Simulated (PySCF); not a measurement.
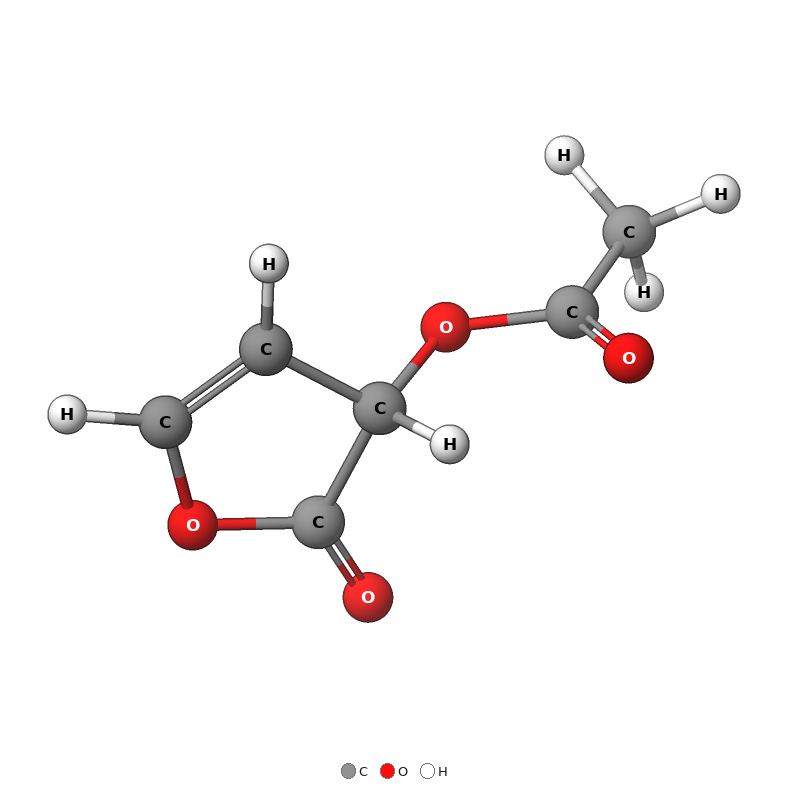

A ball-and-stick model of a molecule. Multiple sticks mark multiple bonds (one Kekulé form).

The computed structure is the end point of a GFN2-xTB optimisation. No frequency run is at hand to confirm it as a minimum.

Question: Give the formula.

Answer: C6H6O4, 16 atoms: 6 carbon, 6 hydrogen and 4 oxygen.

Question: Name some functional groups or characteristic bonds that it holds.

Answer: Among them: ester, alkene.

More results for the same structure follow; atom numbers are the same in all pictures, views and colours differ.

Shape

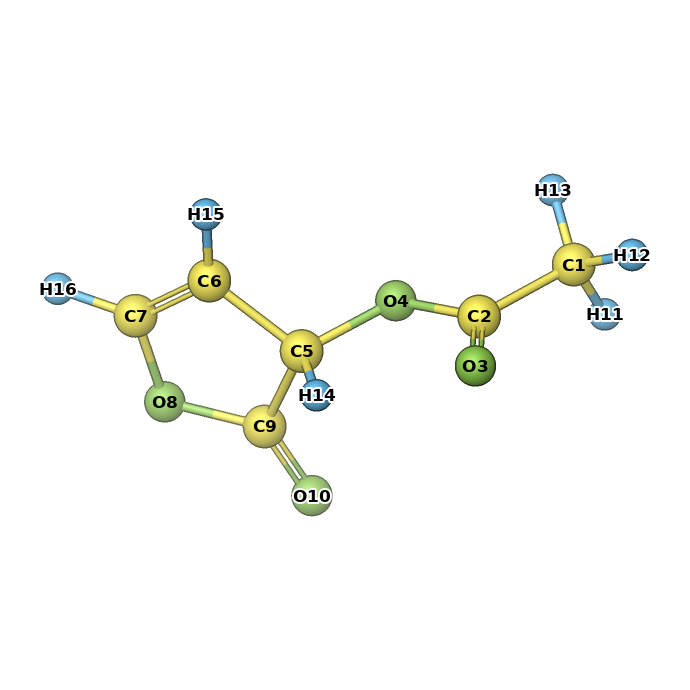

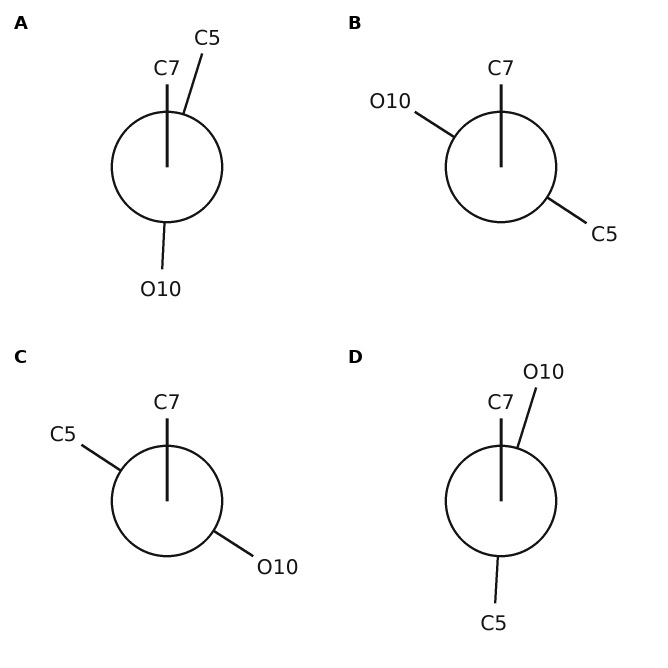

Depth is shown by fading: the farther an atom, the more it takes the colour of the background. Bonds that would overlap in a projection are set slightly apart. No frequency run is at hand to confirm it as a minimum.

Question: Which Newman projection shows the view along O8–C9, with O8 in front?

Answer: A. The torsion angle C7–O8–C9–O10 is −177°, antiperiplanar (anti).

Electronic properties

No frequency run is at hand to confirm it as a minimum. Properties computed with PBE0/def2-SVPD, gas phase (PySCF 2.14.0). Excitations: vertical, linear response.

Question: Give the brightest of the 6 lowest singlets at this level.

Answer: 5.43 eV.

Question: Give the dipole moment at this level.

Answer: 3.93 D.

Question: Give the mean static polarisability at this level.

Answer: 80.7 bohr³.

Question: What is the HOMO energy (Kohn–Sham orbital)?

Answer: −7.73 eV.

Ring current

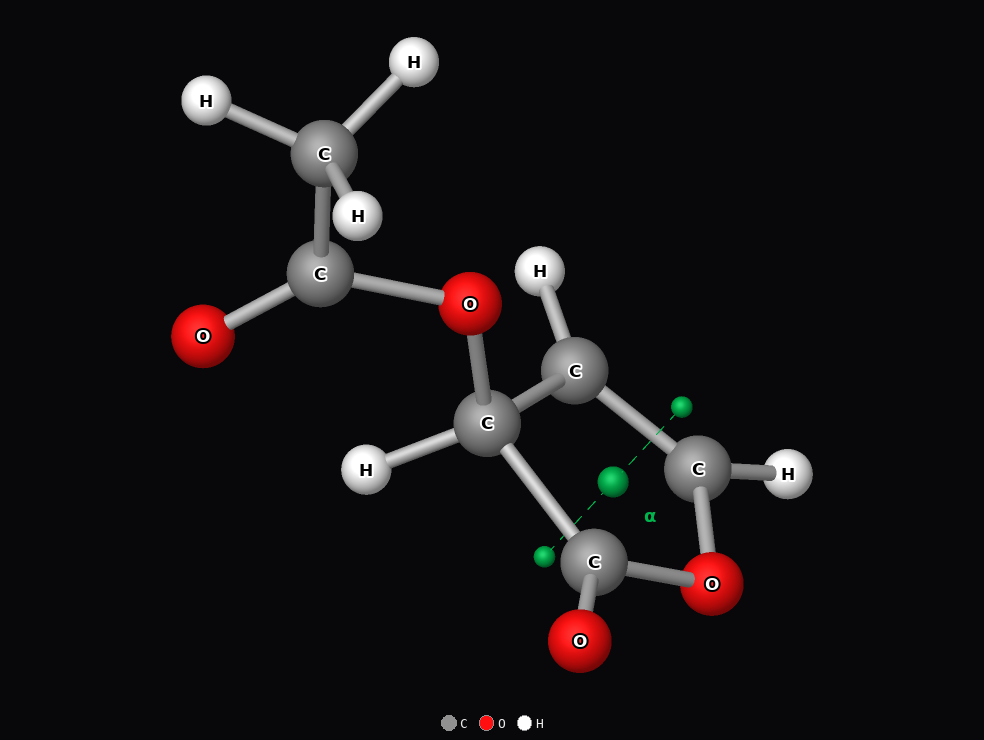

The small points mark where nucleus-independent chemical shifts (NICS) were computed: at the centre of each lettered ring and 1 Å above and below it. No frequency run is at hand to confirm it as a minimum. Properties computed with GIAO PBE0/pcSseg-1 NMR shielding, non-relativistic, gas phase (PySCF 2.14.0).

Give NICS(0), NICS(1) and the out-of-plane component NICS(1)zz for each ring (means of the two sides).

```
ring  members  NICS(0)  NICS(1)  NICS(1)zz
   α      C4O     −1.2     −2.4       −1.9
```

Values in ppm.

Question: What do the values say about the ring currents?

Answer: Ring α: weak, as in a non-aromatic ring. NICS is one index among several.

Quadrupole coupling

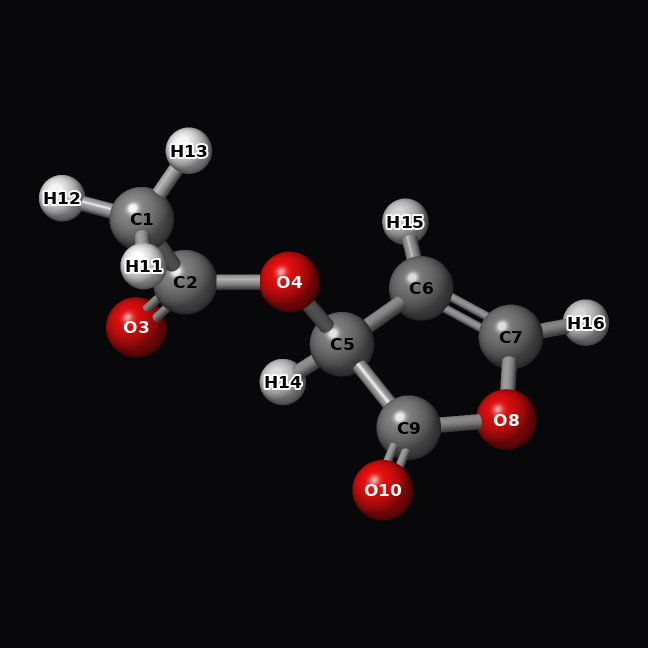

No frequency run is at hand to confirm it as a minimum. Electric field gradients from the ground-state density, PBE0/pcSseg-1 (PySCF 2.14.0), non-relativistic apart from any core potentials.

Give the largest field-gradient component, the quadrupole coupling constant and the asymmetry for 17O at O3 (Q = −25.6 mb), 17O at O4 (Q = −25.6 mb), 17O at O8 (Q = −25.6 mb), 17O at O10 (Q = −25.6 mb), 2H at H11 (Q = 2.86 mb), 2H at H12 (Q = 2.86 mb), 2H at H13 (Q = 2.86 mb), 2H at H14 (Q = 2.86 mb).

| atom | V_zz (a.u.) | e²qQ/h (MHz) | η |
| --- | --- | --- | --- |
| O3 | −1.554 | 9.35 | 0.19 |
| O4 | 1.794 | −10.79 | 0.38 |
| O8 | 1.567 | −9.43 | 0.36 |
| O10 | −1.654 | 9.95 | 0.31 |
| H11 | 0.310 | 0.209 | 0.04 |
| H12 | 0.313 | 0.210 | 0.03 |
| H13 | 0.314 | 0.211 | 0.04 |
| H14 | 0.259 | 0.174 | 0.06 |
